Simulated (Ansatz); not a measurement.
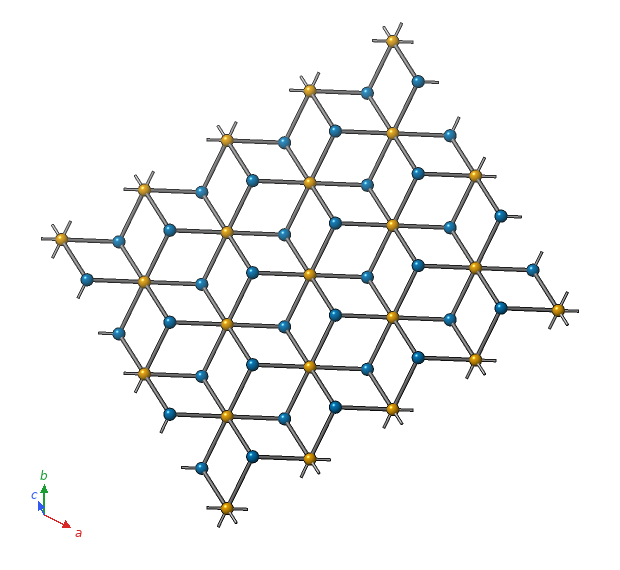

A cut-out of a periodic net derived from a crystal structure. Nodes are coloured by topological kind. One layer is drawn. Short stubs are edges that leave the cut-out.

Question: Describe the net.

Answer: A binodal (3,6)-connected, two-periodic (layers) net. It is the kgd net, known from the layers of CdI2 (1T type).

Question: Give point symbol and coordination sequence of each kind of node.

Answer: 3-connected node: 4^3, sequence 3, 12, 9, 24, 15, 36; 6-connected node: 4^6.6^6.8^3, sequence 6, 6, 18, 12, 30, 18.

Where the net comes from. Na2C2N (space group P-3m1, No. 164): the geometry relaxed with DFT PBE, scalar-relativistic, plane waves, PAW (Ansatz 0.2.0); the starting structure was generated, so it need not be a known form of this composition. Bonds are taken as C–N below 2.2 Å; Na is left out of the net, as the electropositive filling of the structure. The graph is simplified in the usual way: terminal and isolated atoms are pruned, two-connected atoms become edges. C is a 3-connected node; N is a 6-connected node, in the ratio 2:1.
